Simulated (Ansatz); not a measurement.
# Si3N4 (Fd-3m): how G0W0 depends on its starting point, part 2 of 2

One-shot GW is not self-consistent; how far does the start matter for Si3N4 (Fd-3m)?

Ansatz 0.2.0; G0W0 on several functionals, plane waves, PAW. Known limits of the many-body steps: not at the basis limit.

So far. Step 2 (G0W0 on PBEsol): The gap on the mesh goes from 3.24 eV to 4.78 eV, a correction of +1.53 eV. Between the two edge states, bare exchange in place of the xc potential would open the gap by 8.77 eV, and correlation takes back 7.23 eV.

In doubt: masses and optical values from hybrid runs of this build are listed as unsure (step 4), which bears on the screening that GW takes from such a start.

## 3. G0W0 on PBE

The same correction from a different start measures what one shot leaves open.

This step: G0W0 on PBE, plane waves, PAW; PAW set soft_1.

The input, input.yaml:

```yaml
crystal:
  lattice:
    - [0.0, 3.893718, 3.893718]
    - [3.893718, 0.0, 3.893718]
    - [3.893718, 3.893718, 0.0]
  atoms:
    - { symbol: Si, position: [0.125, 0.125, 0.625] }
    - { symbol: Si, position: [0.125, 0.625, 0.125] }
    - { symbol: Si, position: [0.625, 0.125, 0.125] }
    - { symbol: Si, position: [0.125, 0.125, 0.125] }
    - { symbol: Si, position: [0.75, 0.75, 0.75] }
    - { symbol: Si, position: [0.5, 0.5, 0.5] }
    - { symbol: "N", position: [0.367563, 0.367563, 0.367563] }
    - { symbol: "N", position: [0.352689, 0.882437, 0.882437] }
    - { symbol: "N", position: [0.882437, 0.882437, 0.352689] }
    - { symbol: "N", position: [0.882437, 0.352689, 0.882437] }
    - { symbol: "N", position: [0.367563, 0.367563, 0.897311] }
    - { symbol: "N", position: [0.367563, 0.897311, 0.367563] }
    - { symbol: "N", position: [0.882437, 0.882437, 0.882437] }
    - { symbol: "N", position: [0.897311, 0.367563, 0.367563] }
kpoints:
  mp_grid: { grid: [4, 4, 4] }
hamiltonian:
  xc: pbe
  pseudopotentials: { kind: paw, azcp: { folder: soft_1 } }
scf:
  occupations: { method: fixed }
gw:
  n_empty_bands: 647
  ecut_chi: 180.0
  qp_bands: [v4, c4]
  qp_kpoints: band_edges
  screening: { model: contour_deformation }
```

Command:

```bash
$ ansatz run input.yaml --threads 3 --pin off --max-ram 92160MiB --backend cuda --events-out ev --progress --plain --runs-dir out --devices 1 --max-vram 13GiB
```

Numbers of over 12 decimals in the logs are rounded to 6 here.

What it wrote:

```text
GPUs: using 1 of 1 available (devices: 1).
[...]
GPU FFT provider: cuFFT
GPU libraries: cuBLAS 13.8.2, cuFFT 12.4.0, cuSOLVER 12.3.4
Crystal: 14 atoms, lattice volume = 118.066 Å³
Basis set: ecut = 420 eV, 2277 PW (Γ)
Bands: 46, of which v1, the nominal top of the filled ones, is band 32 counted from 1 (31 counted from 0)
Symmetry: 48 space group operations
[...]
k-points: 8 of 64
[...]
GPU buffer pool allocated for 64000 grid points (all kernels)
[...]
SCF iter   1: F=—  HF=-6908.274158 eV  |F-HF|=—  |Δ(HF+E_count)|=         —  Δρ=1.51e-1  dr2=2.78e1  ethr=3.10e-3  ⟨swp⟩=4.9  Hψ=1485  notcnv=0  defer=80
[...]
SCF iter   8: F=-6899.805714 eV  HF=-6899.805714 eV  |F-HF|=4.77e-9  |Δ(HF+E_count)|=   1.06e-7  Δρ=2.44e-6  dr2=5.43e-9  ethr=1.56e-10  ⟨swp⟩=17.8  Hψ=2292  notcnv=0
SCF 1 converged in 8 iterations: F = -6899.805714 eV  dr2 = 5.43e-9
[...]
NSCF: frozen V_eff on 8 k-points
[...]
G₀W₀ screening: q 1/8
[... further progress lines ...]
[...]
SCF converged after 8 iterations
Free energy (F): -6899.805714 eV
[...]
Internal energy: -6899.805714 eV  (E = F + TS)
E sigma→0 (E₀):  -6899.805714 eV
Fermi energy:    10.947073 eV
[...]
--- Band table (eV; the first three rows and the last of 8) ---
  k-point 0: bands = [... 28 lower, 10.8189, 10.9322, 10.9322, 10.9322, 14.3152, 14.3152, 14.3152, 15.8536, ... 10 higher]
  k-point 1: bands = [... 28 lower, 10.4851, 10.5319, 10.8349, 10.8349, 15.0582, 15.3144, 15.3144, 16.9390, ... 10 higher]
  k-point 2: bands = [... 28 lower, 10.4996, 10.4996, 10.6415, 10.6415, 15.8954, 16.7362, 16.7362, 17.2068, ... 10 higher]
  k-point 7: bands = [... 28 lower, 9.9265, 9.9265, 10.2449, 10.2449, 17.6152, 17.6152, 18.1258, 18.1258, ... 10 higher]
[...]
0    29     10.8189   -22.1159     3.0213   -18.2107  0.7972     9.9298     9.9351  root
     0    30     10.9322   -22.4872     2.9209   -18.6969  0.7993    10.0578    10.0627  root
     0    31     10.9322   -22.4872     2.9209   -18.6969  0.7993    10.0578    10.0627  root
     0    32     10.9322   -22.4872     2.9209   -18.6969  0.7993    10.0578    10.0627  root
     0    33     14.3152    -8.5822    -4.2844   -13.3914  0.8355    14.8414    14.8400  root
     0    34     14.3152    -8.5822    -4.2844   -13.3914  0.8355    14.8414    14.8400  root
     0    35     14.3152    -8.5822    -4.2844   -13.3914  0.8355    14.8414    14.8400  root
     0    36     15.8536    -9.3955    -4.7092   -14.8812  0.8294    16.6334    16.6301  root
[...]
7    33     17.6152    -8.1010    -4.9047   -13.6646  0.8187    18.2772    18.2740  root
     7    34     17.6152    -8.1010    -4.9047   -13.6646  0.8187    18.2772    18.2740  root
     7    35     18.1258    -8.3659    -5.1083   -14.2302  0.8149    18.8861    18.8817  root
     7    36     18.1258    -8.3659    -5.1083   -14.2302  0.8149    18.8861    18.8817  root
```

It took 31 s on 1 × NVIDIA H100 80GB HBM3 (shared by 6 runs) with 3 threads of AMD EPYC 7R13 (Zen 3), shared host; peak memory 1.9 GiB; 48 s of CPU time.

Numbers from this step:

```
bands summed                                 : 679
RPA ε∞ on this mesh (eigenvalues)            : 5.070, 5.070, 5.070
plane waves in the screening matrix          : 645
q-points in the mesh                         : 64
G0W0 gap on the mesh                         : 4.752 eV
k of the valence top                         : 0, 0.25, -0.25
k of the conduction bottom                   : 0, 0, 0
starting gap on the mesh                     : 3.368 eV
Z at the valence top                         : 0.7987
Z at the conduction bottom                   : 0.8355
least direct G0W0 gap on the computed points : 4.777 eV
```

Against the run with 4×4×4 mesh, 647 empty bands, screening to 180 eV, PAW set soft_1 files on PBEsol, the gap moves by −0.03 eV, while the start moved by +0.12 eV.

## 4. G0W0 on HSE06

This step: G0W0 on HSE06, plane waves, PAW; PAW set soft_1.

Changes to input.yaml since step 3:

```diff
@@ -23,3 +23,3 @@
 hamiltonian:
-  xc: pbe
+  xc: hse06
   pseudopotentials: { kind: paw, azcp: { folder: soft_1 } }
```

What it wrote:

```text
GPUs: using 1 of 1 available (devices: 1).
[...]
davidson cushion auto → on  (no smearing: the cushion is to keep the highest requested band from converging to the state above it; pin scf.eigensolver.cushion to override)
[...]
GPU FFT provider: cuFFT
GPU libraries: cuBLAS 13.8.2, cuFFT 12.4.0, cuSOLVER 12.3.4
Crystal: 14 atoms, lattice volume = 118.066 Å³
Basis set: ecut = 420 eV, 2277 PW (Γ)
[...]
0    35     14.7361    -8.3084    -4.1453   -12.7770  0.8549    15.0598    15.0593  root
     0    36     16.4218    -8.9979    -4.5001   -13.9569  0.8502    16.8817    16.8808  root
[...]
7    33     18.2042    -7.7560    -4.6677   -12.7562  0.8408    18.5373    18.5367  root
     7    34     18.2042    -7.7560    -4.6677   -12.7562  0.8408    18.5373    18.5367  root
     7    35     18.7918    -8.0165    -4.8264   -13.2151  0.8380    19.1647    19.1639  root
     7    36     18.7918    -8.0165    -4.8264   -13.2151  0.8380    19.1647    19.1639  root
[key lines of the parts left out:]
Free energy (F): -6903.082877 eV
Fermi energy:    10.058757 eV
```

Elapsed: 64 s, on 1 × NVIDIA H100 80GB HBM3 (shared by 6 runs) with 3 threads; peak memory 2.3 GiB.

Numbers from this step:

- bands summed: 679
- RPA ε∞ on this mesh (eigenvalues): 4.280, 4.280, 4.280
- plane waves in the screening matrix: 645
- G0W0 gap on the mesh: 5.297 eV
- k of the valence top: 0, 0.25, -0.25
- k of the conduction bottom: 0, 0, 0
- starting gap on the mesh: 4.677 eV
- least direct G0W0 gap on the computed points: 5.320 eV

Against the run with 4×4×4 mesh, 647 empty bands, screening to 180 eV, PAW set soft_1 files on PBE, the gap moves by +0.54 eV, while the start moved by +1.31 eV.

## 5. The starts together

All on the 4×4×4 mesh with 647 empty bands and screening to 180 eV. Times are wall times on 1 × NVIDIA H100 80GB HBM3 (shared by 6 runs) with 3 threads of AMD EPYC 7R13 (Zen 3), shared host, good to a factor of about two.

```
 start  starting gap (eV)  shift (eV)  G0W0 gap (eV)  RPA ε∞ (harmonic mean)  Z (valence, conduction)  time
PBEsol               3.24       +1.53           4.78                    5.18               0.80, 0.83  18 s
   PBE               3.37       +1.38           4.75                    5.07               0.80, 0.84  31 s
 HSE06               4.68       +0.62           5.30                    4.28               0.82, 0.85  64 s
```

How the two edges are built up, in eV (the quasiparticle level is the starting level plus Σx plus Σc less Vxc):

```
   run               edge  start      Σx     Σc     Vxc     Z     QP
PBEsol        valence top  10.87  -22.28   2.92  -18.48  0.80   9.99
PBEsol  conduction bottom  14.11   -8.60  -4.31  -13.56  0.83  14.77
   PBE        valence top  10.95  -22.35   2.93  -18.56  0.80  10.09
   PBE  conduction bottom  14.32   -8.58  -4.28  -13.39  0.84  14.84
 HSE06        valence top  10.06  -22.37   2.69  -19.38  0.82   9.76
 HSE06  conduction bottom  14.74   -8.31  -4.15  -12.78  0.85  15.06
```

For a hybrid start, Vxc holds its share of exact exchange.

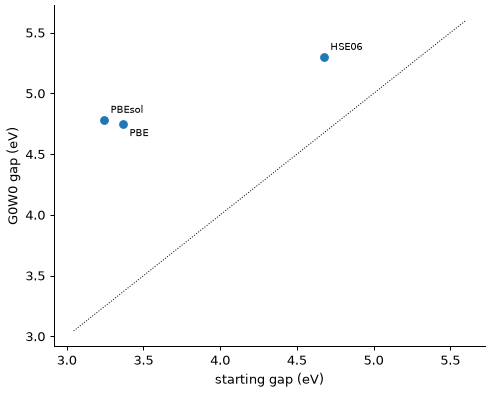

G0W0 gap against starting gap; on the dotted line the correction would vanish.

## 6. Outcome

```yaml
g0w0_pbesol: 4.78 eV (start 3.24 eV)
g0w0_pbe: 4.75 eV (start 3.37 eV)
g0w0_hse06: 5.30 eV (start 4.68 eV)
known_limits: not at the basis limit
```

The starting gaps span 1.43 eV and the G0W0 gaps 0.54 eV. Between PBEsol and HSE06, 0.52 eV of the 1.43 eV survives, 36 %. The order is not kept throughout: PBE starts 0.12 eV above PBEsol and ends 0.03 eV below it, so orbitals matter beside the gap. HSE06 screens less than PBEsol (ε∞ 4.28 against 5.18). Of the 0.52 eV by which its G0W0 gap is higher, the correlation part gives +0.39 eV, and exchange with the one-particle terms, which follow the orbitals, +0.12 eV. The smallest correction, +0.62 eV, is on HSE06, the start nearest to reproducing itself. Bands and cutoff are finite, so the gap is not at the basis limit. The miss can reach some tenths of an eV and take either sign; the mesh is an error of its own.

[Paths, hosts, dates, memory and timing lines, banners, echoed tables and standing remarks are left out of the program output.]

[Logs are printed without paths, hosts, clocks, repeated set-up lines and the standing remarks that a program may print on its own settings, such as how far it seeks lower states.]

[Runs of the session that timed out or met a known fault of the program may be left out.]

[Cells called generated may have been cut or substituted from an entry of the Crystallography Open Database or the Materials Project.]

[Hosts, paths, dates, database ids (printed as entryN), source tags and the programs' standing remarks are cut or masked in the printed files.]
